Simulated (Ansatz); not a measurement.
# BH3F (doublet): correlated methods under varied settings at distance B1–H4 along a hydrogen transfer = 1.286 Å

Aim: run BH3F (doublet) at one geometry under a spread of methods and options, and see what each costs and gives.

The runs use Ansatz 0.2.0, Gaussian basis; the settings change from run to run.

14 further runs of the same task are left out: 9 for a known fault of the program, 4 that didn't finish, 1 set aside as unsound or not needed.

## 1. What is computed

The geometry derives from fragments relaxed apart (PBE0/def2-TZVP) and kept rigid, so it is no stationary point. A hydrogen atom is moved between rigid fragments.

5 atoms, charge 0, spin multiplicity 2.

Atoms are counted from 1 here; the program's logs count them from 0.

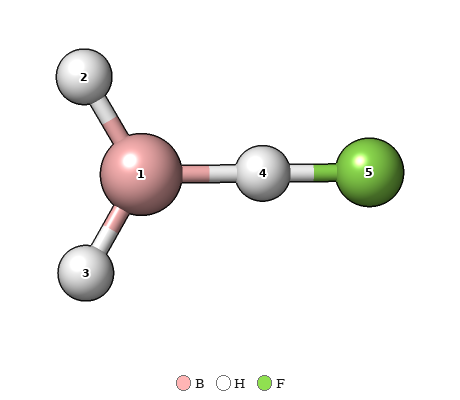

The geometry (boron pink, hydrogen white, fluorine green); atoms are numbered from 1 in the order of the file.

## 2. CCSDT/6-31G

in.yaml

```yaml
crystal:
  periodic: [false, false, false]
  atoms:
    - {symbol: B, position_ang: [-1.401976, 0.000000, 0.000000]}
    - {symbol: H, position_ang: [-1.998710, 1.033571, 0.000000]}
    - {symbol: H, position_ang: [-1.998710, -1.033571, 0.000000]}
    - {symbol: H, position_ang: [-0.115976, 0.000000, 0.000000]}
    - {symbol: F, position_ang: [1.016024, 0.000000, 0.000000]}
basis:
  gaussian: {orbitals: 6-31G}
magnetization: {spin_polarized: true, initial_magnetization: 1}
hamiltonian: {xc: {name: r2SCAN}}
correlation: {method: ccsdt, electrons: all}
```

The run is started by

```console
ansatz run in.yaml --threads 1 --pin off --events-out ev --progress --plain --max-ram 2393MiB
```

Log, shortened:

```text
Functional definition: r2SCAN
  name "r2SCAN"
  cite "Furness, Kaplan, Ning, Perdew & Sun, J. Phys. Chem. Lett. 11, 8208 (2020) doi:10.1021/acs.jpclett.0c02405"
  cite "Furness, Kaplan, Ning, Perdew & Sun, J. Phys. Chem. Lett. 11, 9248 (2020) doi:10.1021/acs.jpclett.0c03077"
  parent r2scan
[...]
483 factors; integrals over basis functions are off by at most 9.8e-8 eV
[...]
mean field -3435.72249353 eV, -126.2604728210 hartree, gradient 2.2e-6 eV, S^2 0.754170; 0 other end points of the search recorded, 0 dependent functions left out
reference -3420.02873299 eV, -125.6837377588 hartree; 9, 8 occupied and 15, 16 virtual orbitals, 483 factors
second order -5.04251294 eV of doubles, -0.23731381 eV of singles
cycle   1  -5.26700408 eV  change    1.2e-2 eV  update   7.1e-2
[...]
cycle  16  -5.61773117 eV  change    3.2e-7 eV  update   1.6e-6
Total energy: -3425.64646417 eV, -125.8901855716 hartree
```

Wall time 4.1 s (1 thread of Arm Neoverse V2, shared host).

From the report: ⟨S²⟩ of the determinant 0.754 (pure doublet: 0.75); correlation -5.6177 eV; T1 0.011; largest double amplitude 0.05. The orbitals are Kohn-Sham ones, so correlation energy and T1 don't compare with those on Hartree-Fock orbitals.

## 3. CCSD on UHF/cc-pVDZ

in.yaml, as its differences from that of step 2:

```diff
@@ -9,5 +9,5 @@
 basis:
-  gaussian: {orbitals: 6-31G}
+  gaussian: {orbitals: cc-pVDZ}
 magnetization: {spin_polarized: true, initial_magnetization: 1}
-hamiltonian: {xc: {name: r2SCAN}}
-correlation: {method: ccsdt, electrons: all}
+correlation: {method: ccsd, electrons: valence}
+output: {forces: true}
```

Same command.

Log, shortened:

```text
Functional definition: HF
  name "HF"
  cite "Fock, Z. Phys. 61, 126 (1930) doi:10.1007/BF01340294"
  parent pbe
[...]
386 factors; integrals over basis functions are off by at most 1.6e-3 eV
[...]
mean field -3421.40201338 eV, -125.7342048820 hartree, gradient 3.0e-6 eV, S^2 0.774750; 4 other end points of the search recorded, 0 dependent functions left out
determinant -3421.40201338 eV, -125.7342048820 hartree, with singles and doubles -3429.67780841 eV, -126.0383347399 hartree
determinant -3418.64727655 eV, -125.6329701710 hartree, with singles and doubles -3426.24509669 eV, -125.9121849109 hartree
determinant -3418.62200675 eV, -125.6320415229 hartree, with singles and doubles -3426.21295464 eV, -125.9110037125 hartree
2 core orbitals not correlated: weight in the atoms' cores, before any rotation towards them, 1.000 or more for the frozen orbitals, at most 0.000 for the correlated occupied ones
reference -3421.40201338 eV, -125.7342048820 hartree; 7, 6 occupied and 34, 35 virtual orbitals, 386 factors
second order -7.49341359 eV of doubles, -0.00000000 eV of singles
cycle   1  -8.27607315 eV  change   -2.8e-4 eV  update   1.1e-3
[...]
cycle   9  -8.27648606 eV  change    1.1e-6 eV  update   8.3e-7
[...]
Total energy: -3429.67849943 eV, -126.0383601345 hartree
Atom 0 at    -1.401976     0.000000     0.000000 Å, force    -2.481834    -0.000000     0.000000 eV/Å
Atom 1 at    -1.998710     1.033571     0.000000 Å, force     0.230683     0.422897     0.000000 eV/Å
Atom 2 at    -1.998710    -1.033571     0.000000 Å, force     0.230683    -0.422897     0.000000 eV/Å
Atom 3 at    -0.115976     0.000000     0.000000 Å, force     2.462538    -0.000000    -0.000000 eV/Å
Atom 4 at     1.016024     0.000000     0.000000 Å, force    -0.442069    -0.000000    -0.000000 eV/Å
Dipole moment:    -0.496570     0.000000    -0.000000 e Å
```

Run time: 3.3 s. Hardware: 1 thread of Arm Neoverse V2, shared host.

From the report: ⟨S²⟩ of the determinant 0.775 (pure doublet: 0.75); correlation -8.2765 eV; T1 0.017; largest double amplitude 0.04.

## 4. MRCISD+Q(relaxed)(5,4)/6-31G

in.yaml, as its differences from that of step 3:

```diff
@@ -9,5 +9,4 @@
 basis:
-  gaussian: {orbitals: cc-pVDZ}
-magnetization: {spin_polarized: true, initial_magnetization: 1}
-correlation: {method: ccsd, electrons: valence}
-output: {forces: true}
+  gaussian: {orbitals: 6-31G}
+magnetization: {spin_polarized: false, initial_magnetization: 1}
+correlation: {method: fic_mrcisd_q_relaxed, electrons: all, active_space: {window: {electrons: 5, orbitals: 4}}}
```

Launched as before.

Log, shortened:

```text
Functional definition: HF
  name "HF"
  cite "Fock, Z. Phys. 61, 126 (1930) doi:10.1007/BF01340294"
  parent pbe
[...]
297 factors; integrals over basis functions are off by at most 2.7e-4 eV
[...]
mean field -3420.09136150 eV, -125.6860393139 hartree, gradient 5.5e-6 eV, S^2 0.750000; 4 other end points of the search recorded, 0 dependent functions left out
reference -3420.09136150 eV, -125.6860393139 hartree; 9, 8 occupied and 15, 16 virtual orbitals, 297 factors
state -3420.94633790 eV, -125.7174591172 hartree
contracted CI cycle   1: correlation 0.00000000 eV, 0.0000000000 hartree, residual 2.16e1 eV
contracted CI cycle   2: correlation -4.15306414 eV, -0.1526222922 hartree, residual 4.23e0 eV
contracted CI cycle   3: correlation -4.37294007 eV, -0.1607025835 hartree, residual 1.49e0 eV
contracted CI cycle   4: correlation -4.40220018 eV, -0.1617778727 hartree, residual 4.37e-1 eV
contracted CI cycle   5: correlation -4.40552217 eV, -0.1618999534 hartree, residual 1.85e-1 eV
contracted CI cycle   6: correlation -4.40607776 eV, -0.1619203710 hartree, residual 8.39e-2 eV
contracted CI cycle   7: correlation -4.40619976 eV, -0.1619248544 hartree, residual 3.70e-2 eV
contracted CI cycle   8: correlation -4.40622059 eV, -0.1619256199 hartree, residual 1.45e-2 eV
contracted CI cycle   9: correlation -4.40622380 eV, -0.1619257378 hartree, residual 5.22e-3 eV
contracted CI cycle  10: correlation -4.40622421 eV, -0.1619257530 hartree, residual 2.06e-3 eV
state -3420.94633790 eV, -125.7174591172 hartree; corrected -3425.60869529 eV, -125.8887975910 hartree
Total energy: -3425.60869529 eV, -125.8887975910 hartree
```

Run time: 0.48 s. Hardware: 1 thread of Arm Neoverse V2, shared host.

From the report: 24 determinants; active occupations 2.00, 1.97, 1.00, 0.03.

## 5. CCSDT on ROHF/6-31G*

in.yaml, as its differences from that of step 4:

```diff
@@ -9,4 +9,5 @@
 basis:
-  gaussian: {orbitals: 6-31G}
+  gaussian: {orbitals: "6-31G*"}
 magnetization: {spin_polarized: false, initial_magnetization: 1}
-correlation: {method: fic_mrcisd_q_relaxed, electrons: all, active_space: {window: {electrons: 5, orbitals: 4}}}
+correlation: {method: ccsdt, electrons: outside_noble_gas}
+output: {forces: true}
```

Launched as before.

Log, shortened:

```text
Functional definition: HF
  name "HF"
  cite "Fock, Z. Phys. 61, 126 (1930) doi:10.1007/BF01340294"
  parent pbe
[...]
615 factors; integrals over basis functions are off by at most 1.7e-7 eV
[...]
mean field -3420.67420608 eV, -125.7074584572 hartree, gradient 2.9e-6 eV, S^2 0.750000; 6 other end points of the search recorded, 0 dependent functions left out
[...]
determinant -3420.67420608 eV, -125.7074584572 hartree, with singles and doubles -3428.14575248 eV, -125.9820327230 hartree
determinant -3418.19734133 eV, -125.6164353567 hartree, with singles and doubles -3424.64353346 eV, -125.8533285478 hartree
determinant -3418.17507363 eV, -125.6156170337 hartree, with singles and doubles -3424.61208785 eV, -125.8521729429 hartree
determinant -3417.22706096 eV, -125.5807782108 hartree, with singles and doubles -3425.28466034 eV, -125.8768895261 hartree
2 core orbitals not correlated: weight in the atoms' cores, before any rotation towards them, 1.000 or more for the frozen orbitals, at most 0.000 for the correlated occupied ones
reference -3420.67420608 eV, -125.7074584572 hartree; 7, 6 occupied and 27, 28 virtual orbitals, 615 factors
second order -6.82393297 eV of doubles, -0.16574755 eV of singles
cycle   1  -7.20959283 eV  change   -2.1e-1 eV  update   6.8e-2
[...]
cycle  18  -7.61288073 eV  change   -6.8e-8 eV  update   1.1e-6
[...]
Total energy: -3428.28708681 eV, -125.9872266640 hartree
Atom 0 at    -1.401976     0.000000     0.000000 Å, force    -2.602284    -0.000000    -0.000000 eV/Å
Atom 1 at    -1.998710     1.033571     0.000000 Å, force     0.357897     0.202879    -0.000000 eV/Å
Atom 2 at    -1.998710    -1.033571     0.000000 Å, force     0.357897    -0.202879     0.000000 eV/Å
Atom 3 at    -0.115976     0.000000     0.000000 Å, force     1.959733    -0.000000     0.000000 eV/Å
Atom 4 at     1.016024     0.000000     0.000000 Å, force    -0.073243     0.000000    -0.000000 eV/Å
Dipole moment:    -0.524567     0.000000     0.000000 e Å
```

Wall time 85 s (1 thread of Arm Neoverse V2, shared host); peak memory 1.2 GiB.

From the report: correlation -7.6129 eV; T1 0.017; largest double amplitude 0.04.

## 6. The runs in one table

Where basis and cores are those of an earlier UCCSDT(Q)/cc-pVDZ run (-3429.8394 eV), and the state is the same kind, the miss against it is given.

| level | correlated | functions | energy (eV) | from UCCSDT(Q) (meV) | time |
| --- | --- | --- | --- | --- | --- |
| CCSDT/6-31G (on r2SCAN orbitals) | all | 24 | -3425.6465 |  | 4.1 s |
| CCSD on UHF/cc-pVDZ | valence | 43 | -3429.6785 | 160.9 | 3.3 s |
| MRCISD+Q(relaxed)(5,4)/6-31G | all | 24 | -3425.6087 |  | 0.48 s |
| CCSDT on ROHF/6-31G* | outside noble gas | 36 | -3428.2871 |  | 85 s |

## 7. Results

```
quantity                                 value
    runs                                     4
quickest  MRCISD+Q(relaxed)(5,4)/6-31G, 0.48 s
 slowest            CCSDT on ROHF/6-31G*, 85 s
```

**Reading.** Total energies in different bases, with other cores or another treatment of relativity can't be set against each other. CCSDT on ROHF/6-31G* took 177 times as long as MRCISD+Q(relaxed)(5,4)/6-31G; the jobs differ in more than the method.
